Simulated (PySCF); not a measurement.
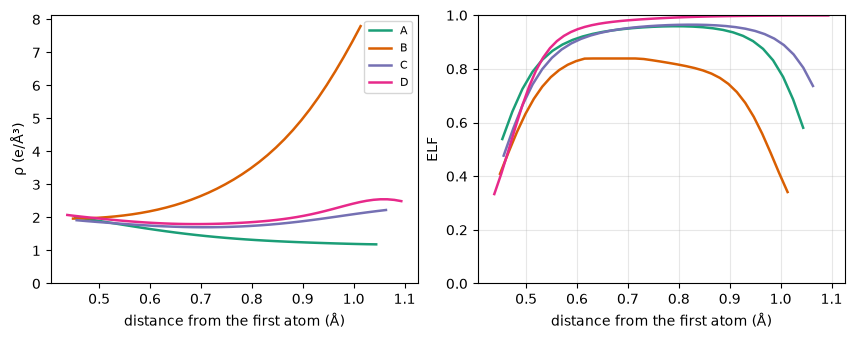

Figure 1: C₃H₅B₂F₅ (SMILES BC(B)C(F)(F)C(F)(F)F). Electron density and electron localisation function along straight lines between neighbouring atoms. The curves leave out the atomic cores.

Geometry: GFN2-xTB.

All numbers below come from PySCF 2.14.0, PBE0/pcSseg-1, SCF density, gas phase, non-relativistic.

Input

```
{"job": {"kind": "nmr", "xc": "PBE0", "basis": "pcSseg-1"}, "charge": 0, "multiplicity": 1}
B      1.928245    -0.845055     0.093888
C      0.621499     0.023069     0.311241
B      0.942359     1.414264    -0.356968
C     -0.633566    -0.661053    -0.203704
F     -0.633040    -0.822723    -1.547765
F     -0.770734    -1.917268     0.313598
C     -1.931099     0.098528     0.183134
F     -3.032742    -0.544684    -0.190972
F     -1.994217     0.262945     1.511176
F     -1.973712     1.318625    -0.359405
H      1.915003    -1.745024    -0.646156
H      2.891774    -0.558022     0.681867
H      0.503713     0.159167     1.389987
H      0.543300     1.660129    -1.424037
H      1.618804     2.165093     0.222205
```

Command:

```sh
OMP_NUM_THREADS=1 python probes_run.py task.json out
```

> Which curve belongs to which contact (C–B, C–C, C–F and C–H)? The first atom named is at distance zero.

Curve A: C–B (1.58 Å): ρ is about 1.3 e/Å³ halfway; the ELF peaks at about 0.95 between the atoms (localised, covalent bonding). Curve B: C–F (1.33 Å): ρ is about 2.5 e/Å³ halfway; the ELF peaks at about 0.85 between the atoms, as expected for a shared but strongly polarised pair. Curve C: C–C (1.52 Å): ρ is about 1.7 e/Å³ halfway; the ELF peaks at about 0.95 between the atoms; a shared electron pair. Curve D: C–H (1.09 Å): ρ is about 1.9 e/Å³ halfway; the ELF climbs to about 1 towards the hydrogen, as it does in any bond to H: an ordinary covalent bond to hydrogen.
